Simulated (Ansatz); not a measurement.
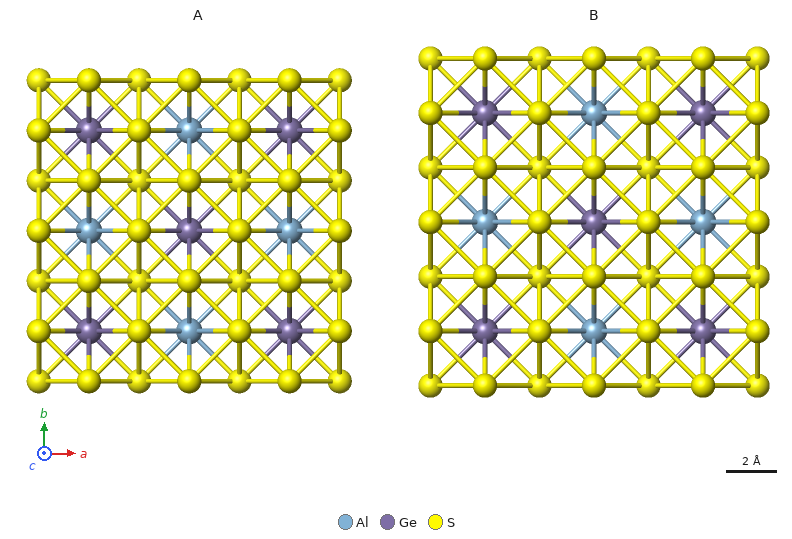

Two geometries of crystalline AlGeS₆ (a generated structure, set up in Fm-3m) (coarse preliminary run), drawn at one scale. One is the start of a relaxation, the other its converged end. The picture is a ball-and-stick view of the conventional cell (4 times the calculation's cell), seen along the c axis. Lengths and directions refer to the drawn axes.

Theory: DFT PBE, scalar-relativistic, plane waves, PAW in Ansatz 0.2.0. Settings: plane-wave cutoff 420 eV; k-point mesh 4 × 4 × 4; occupations gaussian; smearing width 0.1 eV; no spin polarisation; cell and atoms relaxed; force threshold 0.04 eV/Å; at most 70 steps.

**Which one is relaxed?**

Structure A is the relaxed one. No atom moves by more than 0.005 Å relative to the cell. Cell: a = b = c 8.858 → 8.148 Å (−8.0 %). Volume −22.2 %. Some distances before and after: Al–S 3.132 → 2.881 Å, Ge–S 3.132 → 2.881 Å, S–S 3.132 → 2.881 Å. The space group stays Fm-3m (No. 225). The energy falls by 197 meV per atom in 4 accepted moves (5 points after the start). All forces vanish by symmetry, so only the cell relaxes. Pressure: −10.36 GPa at the start and −0.06 GPa at the end. At 1 point the geometry stayed and the basis and grid were re-selected for the new cell (energy shift of 0.3 meV per atom at most each time). Cost: 17 s on 1 thread of Arm Neoverse V2, on a shared host, peak memory 0.42 GiB.
